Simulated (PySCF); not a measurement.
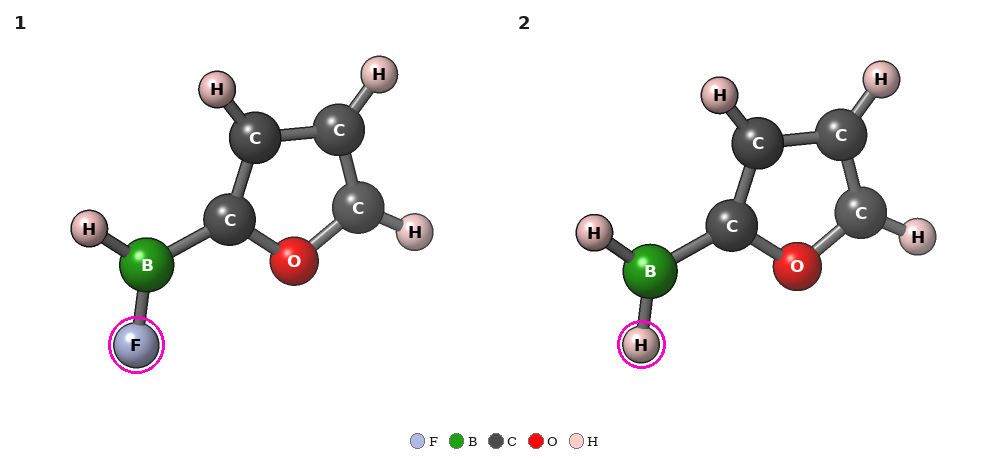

2 molecules with one skeleton, seen from the same side and at one scale; the atom that differs is circled. Charge 0, singlet. Computed geometries: PBE0-D3(BJ)/def2-SVP optimisations, one conformation each. Properties computed with PySCF 2.14.0.

One atom differs, called X below: F in panel 1, H in panel 2. Their formulas are C4H4BFO (`FBc1ccco1`), C4H5BO (`Bc1ccco1`).

In which is the dipole moment larger (PBE0/def2-SVP)?

Answer. In panel 1 (X = F).

In which is the length of X–B larger (PBE0-D3(BJ)/def2-SVP)?

Answer. In panel 1 (X = F).

Give the values. With PBE0-D3(BJ)/def2-SVP: length of X–B (Å), angle X–B–H (°). With PBE0/def2-SVP: dipole moment (D), HOMO energy (Kohn–Sham orbital) (eV), HOMO–LUMO gap (eV). With PBE0/6-31G: Hirshfeld charge of X (e), GIAO shielding of the B bonded to X (ppm).

| quantity | 1 (F) | 2 (H) | 2 − 1 |
| --- | --- | --- | --- |
| length of X–B (Å) | 1.324 | 1.207 | −0.117 |
| angle X–B–H (°) | 118.5 | 120.9 | +2.4 |
| dipole moment (D) | 2.58 | 2.40 | −0.18 |
| HOMO energy (Kohn–Sham orbital) (eV) | −7.20 | −7.23 | −0.03 |
| HOMO–LUMO gap (eV) | 5.76 | 5.37 | −0.39 |
| Hirshfeld charge of X (e) | −0.13 | −0.06 | +0.07 |
| GIAO shielding of the B bonded to X (ppm) | 75.9 | 59.6 | −16.3 |
